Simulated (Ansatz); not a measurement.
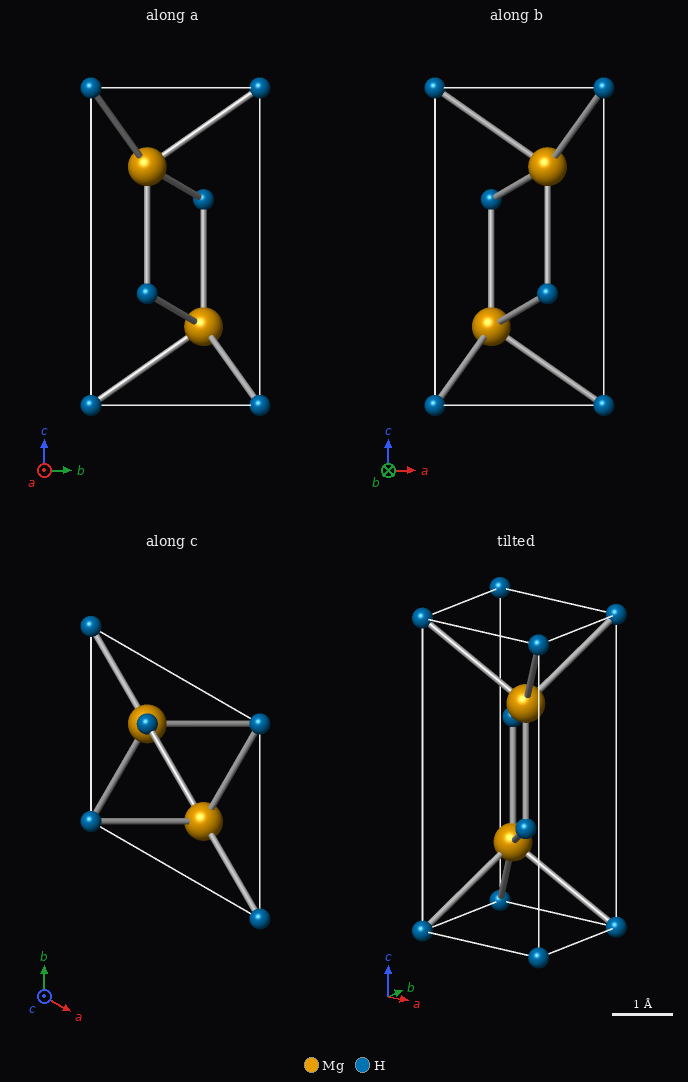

Structure drawing (ball-and-stick), viewed along the a axis, along the b axis, along the c axis and slightly off an axis. The frame is the conventional unit cell; atoms at its boundary are shown with their periodic copies.

Lattice parameters: a = 3.293 Å, b = 3.293 Å, c = 5.360 Å, α = 90.00°, β = 90.00°, γ = 120.00°. Put a along x and b in the xy plane.

Question: Turn the picture into a POSCAR file, with free fractional coordinates to two decimals.

Answer:
```
Mg H
1.0
     3.293    0.000    0.000
    -1.647    2.852    0.000
     0.000    0.000    5.360
Mg H
2 3
Direct
  0.3333 0.6667 0.25
  0.6667 0.3333 0.75
  0.00 0.00 0.00
  0.3333 0.6667 0.65
  0.6667 0.3333 0.35
```

The structure was taken from a textbook structure type filled with these elements (whether it is the usual form wasn't checked). The picture shows the end point of a geometry optimisation with Ansatz, DFT PBE, scalar-relativistic, plane waves, PAW.
